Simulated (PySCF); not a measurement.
## Electronic structure of C$_{4}$H$_{8}$BrFGe in real space

```xyz
15

F     2.5105    1.2752   -1.1179
C     2.4209    0.2836   -0.1891
Br    2.1539    1.0975    1.5667
Ge    0.8273   -0.8687   -0.5905
C    -0.7647    0.2618   -0.6120
C    -1.4735    0.5657    0.6794
C    -2.1151   -0.3327   -0.3198
H     3.3922   -0.2142   -0.1490
H     0.7733   -1.8952    0.5069
H     1.1177   -1.5540   -1.9018
H    -0.7441    1.0598   -1.3457
H    -1.0939    0.1228    1.5901
H    -1.8750    1.5581    0.8182
H    -2.9620    0.0356   -0.8792
H    -2.1718   -1.3874   -0.0895
```

Geometry: GFN2-xTB.

Level of theory: wB97X-D/def2-SVPD, SCF density, gas phase (PySCF).

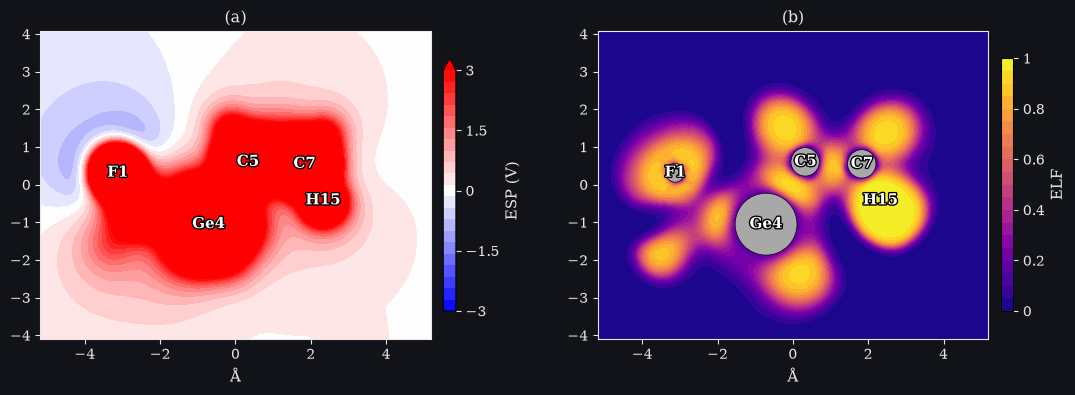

Figure 1. (a) molecular electrostatic potential; (b) ELF on the plane of atoms C5, C7 and H15. Grey discs cover the atomic cores in the ELF map.

What does the map show?

The plane passes through F, Ge, C and H nuclei. C–C (1.50 Å): the ELF peaks at about 0.85 between the atoms, as expected for a shared electron pair. C–Ge (1.95 Å): the ELF peaks at about 0.95 in the valence shell of C, 0.7 Å from its nucleus, and is about 0.70 at the midpoint. C–H (1.08 Å): the ELF climbs to about 1 towards the hydrogen, as it does in any bond to H; a covalent bond by its length. The ELF also peaks beside F1, away from the bonds: lone-pair regions. Outside the dense part of the molecule the potential is most negative (−0.8 V) near F1.

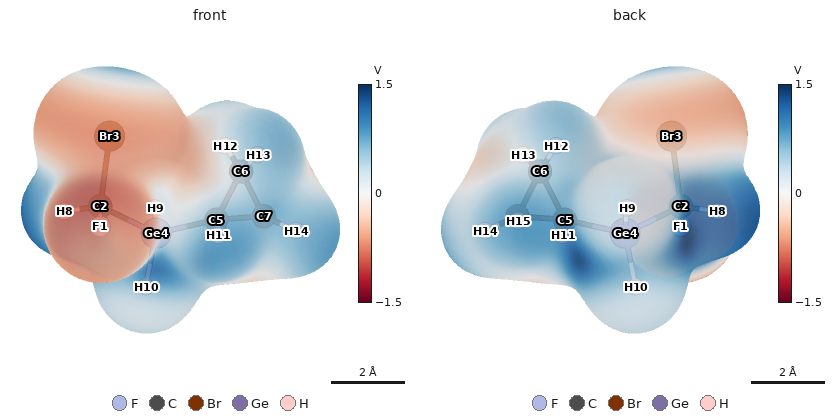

Figure 2. The electrostatic potential painted on the density surface at 0.002 e/bohr³, seen from the front and from behind; red is negative and blue positive.

Where is the surface potential most negative and most positive?

The most negative region (about −0.9 V) lies over F1, the most positive (about +1.3 V) over Ge4. Br3 shows a σ-hole: about +0.6 V at the tip opposite its bond, against about −0.5 V on its flanks.

How polar is the molecule by this calculation?

Its dipole moment is 1.89 D.
